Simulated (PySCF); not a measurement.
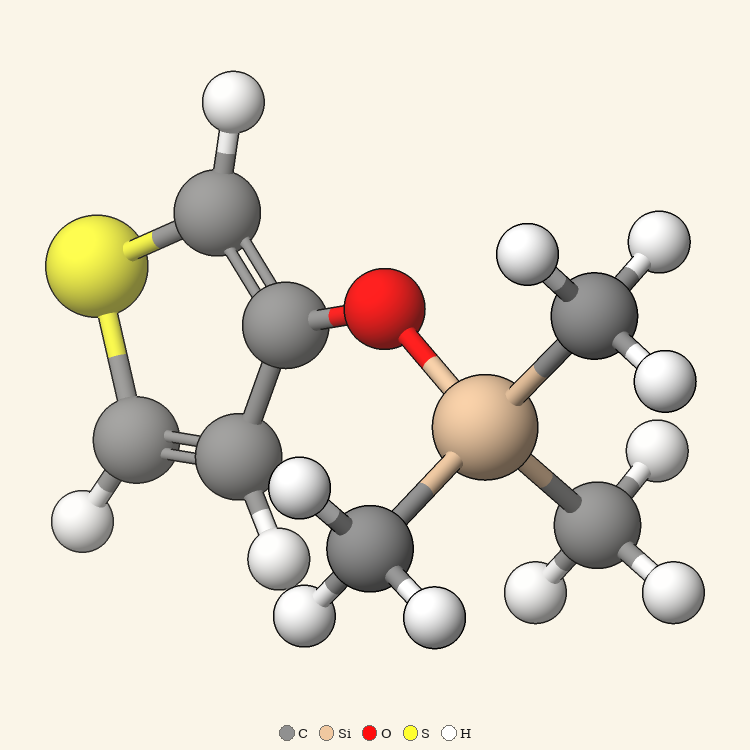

A ball-and-stick model of a molecule.

The geometry was computed by an optimisation with PBE0-D3(BJ)/def2-SVP. No frequency run is at hand to confirm it as a minimum.

**Give the formula.**

C₇H₁₂OSSi, 22 atoms: 7 carbon, 12 hydrogen, 1 oxygen, 1 sulfur and 1 silicon.

**What is its SMILES?**

C[Si](C)(C)Oc1ccsc1

**Count the bonded pairs by element.**

12 C–H, 3 C–Si, 3 C–C, 2 C–S, 1 O–Si, 1 C–O.

**Describe its rings.**

Independent rings (smallest set): 1 of 5 members, 1 of them aromatic.

More results for the same structure follow; atom numbers are the same in all pictures, views and colours differ.

Geometry

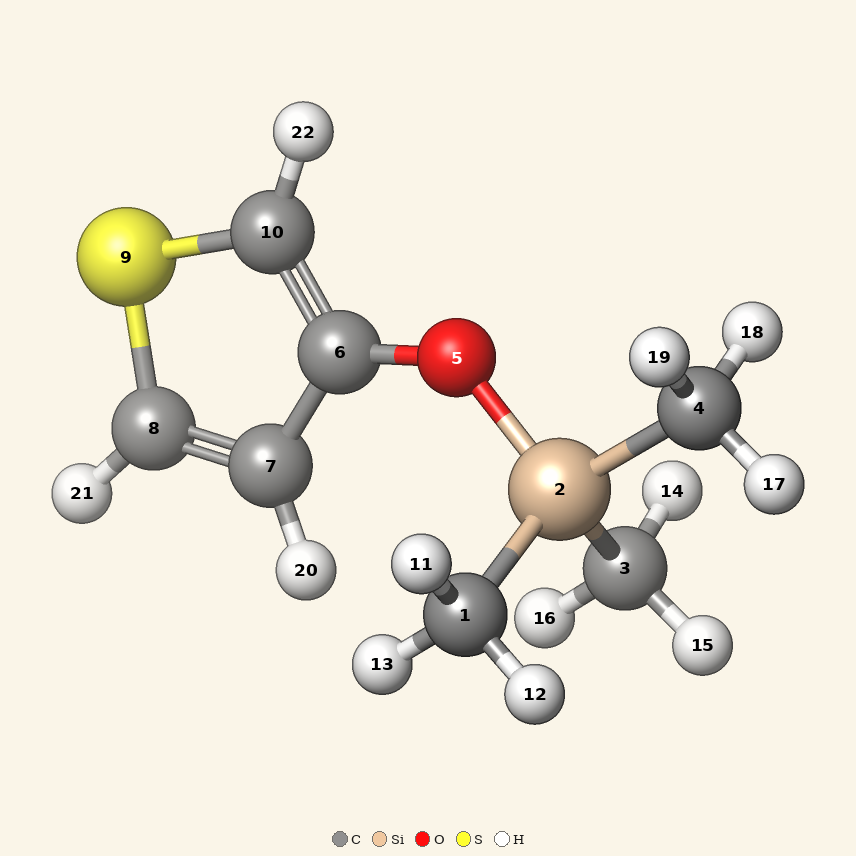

Atoms carry their numbers in the input. No frequency run is at hand to confirm it as a minimum.

Which atoms are bonded, and how long are the bonds? Leave out bonds to hydrogen.

| bond | length (Å) | order |
| --- | --- | --- |
| C1–Si2 | 1.873 | single |
| Si2–C3 | 1.873 | single |
| Si2–C4 | 1.865 | single |
| Si2–O5 | 1.694 | single |
| O5–C6 | 1.342 | single |
| C6–C7 | 1.433 | aromatic |
| C6–C10 | 1.376 | aromatic |
| C7–C8 | 1.369 | aromatic |
| C8–S9 | 1.714 | aromatic |
| S9–C10 | 1.718 | aromatic |

NMR shielding

The questions are on isotropic NMR shieldings of the H atoms. No frequency run is at hand to confirm it as a minimum. Properties computed with GIAO PBE0/pcSseg-1 NMR shielding, non-relativistic, IEF-PCM cyclohexane (PySCF 2.14.0).

Give the isotropic NMR shieldings of the H atoms atom by atom.

| atom | σ (ppm) |
| --- | --- |
| H11 | 30.93 |
| H12 | 31.25 |
| H13 | 30.62 |
| H14 | 30.95 |
| H15 | 31.26 |
| H16 | 30.62 |
| H17 | 31.34 |
| H18 | 30.81 |
| H19 | 30.81 |
| H20 | 24.52 |
| H21 | 24.22 |
| H22 | 24.85 |

Charges

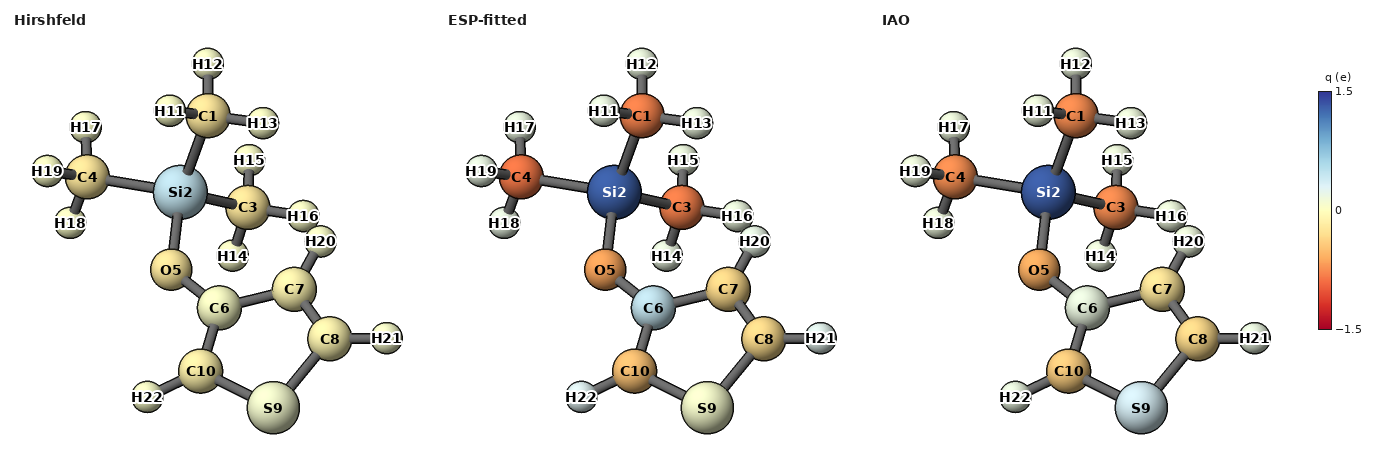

Atomic charges of one calculation by 3 schemes, on one colour scale. No frequency run is at hand to confirm it as a minimum. Level of theory: PBE0/pcSseg-1 in chloroform (IEF-PCM) (PySCF 2.14.0).

**On which atom do the schemes disagree most?**

On Si2 (from 0.46 to 1.29 e).

List the charges (e), one line for each set of equivalent atoms. Atoms whose distances differ by more than 0.02 Å in this geometry are listed apart.

```tsv
atom	Hirshfeld	ESP-fitted	IAO
C1	−0.22	−0.79	−0.74
Si2	0.46	1.29	1.29
C3	−0.22	−0.80	−0.74
C4	−0.22	−0.84	−0.73
O5	−0.21	−0.63	−0.58
C6	0.05	0.45	0.18
C7	−0.09	−0.32	−0.23
C8	−0.09	−0.31	−0.32
S9	0.08	0.08	0.34
C10	−0.13	−0.47	−0.40
H11	0.05	0.18	0.16
H12	0.05	0.17	0.16
H13	0.04	0.17	0.15
H14	0.05	0.18	0.16
H15	0.05	0.17	0.16
H16	0.04	0.17	0.15
H17	0.05	0.18	0.16
H18, H19	0.05	0.19	0.16
H20	0.06	0.21	0.16
H21	0.06	0.25	0.18
H22	0.06	0.27	0.18
```

Electronic properties

No frequency run is at hand to confirm it as a minimum. Method: PBE0/pcSseg-1 in cyclohexane (IEF-PCM) (PySCF 2.14.0).

Predict the main results.

- dipole moment: 2.34 D
- HOMO energy (Kohn–Sham orbital): −6.21 eV
- LUMO energy (Kohn–Sham orbital): −0.28 eV
- HOMO–LUMO gap: 5.93 eV
